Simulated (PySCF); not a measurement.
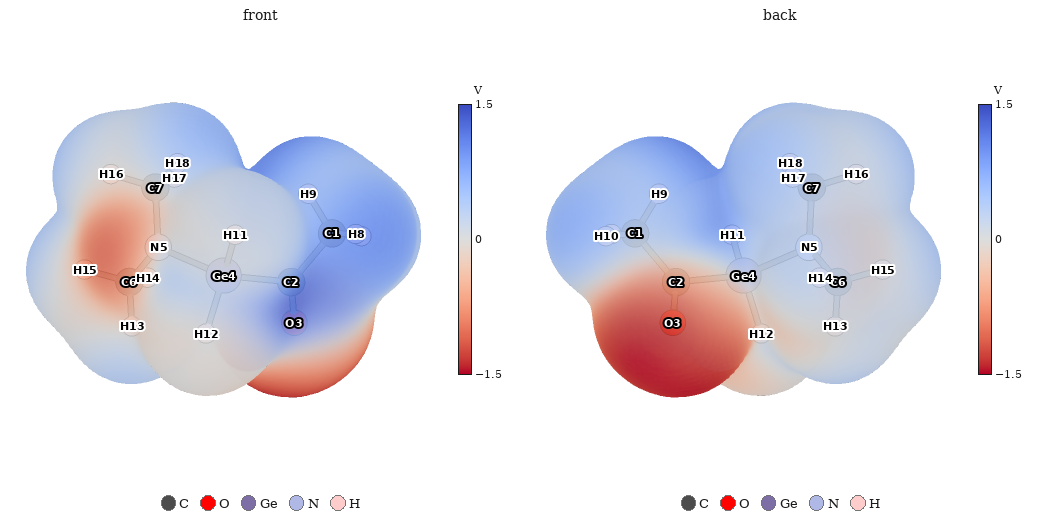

C₄H₁₁GeNO (SMILES C[C](=O)[GeH2][N](C)C). The molecular electrostatic potential painted on the density surface at 0.001 e/bohr³, seen from the front and from behind; the colour scale runs from red (negative) to blue (positive).

Geometry: GFN2-xTB.

Level of theory: wB97X-D/def2-SVPD, SCF density, gas phase (PySCF 2.14.0).

```
atom    x (Å)    y (Å)    z (Å)
   C   2.6808   0.6516  -0.5450
   C   1.8372  -0.5741  -0.7073
   O   1.9570  -1.3626  -1.6070
  Ge   0.3298  -0.8349   0.6434
   N  -1.3126  -0.2102   0.1071
   C  -1.9744  -0.8933  -0.9840
   C  -1.5386   1.2176   0.0625
   H   3.2957   0.5206   0.3451
   H   2.0304   1.5094  -0.3740
   H   3.3178   0.8206  -1.4110
   H   0.5777  -0.0846   1.9374
   H   0.0808  -2.3019   0.8676
   H  -1.7933  -1.9642  -0.8978
   H  -1.6245  -0.5584  -1.9688
   H  -3.0511  -0.7130  -0.9265
   H  -2.6101   1.4183   0.1458
   H  -1.1811   1.6784  -0.8684
   H  -1.0303   1.6869   0.9046
```

> Which sites attract a positive test charge, and which a negative one?

A positive charge is drawn to the negative regions and a negative charge to the positive ones. The most negative region (about −1.4 V) lies over O3, the most positive (about +1.1 V) over Ge4. O3 is the likeliest acceptor of a hydrogen bond.
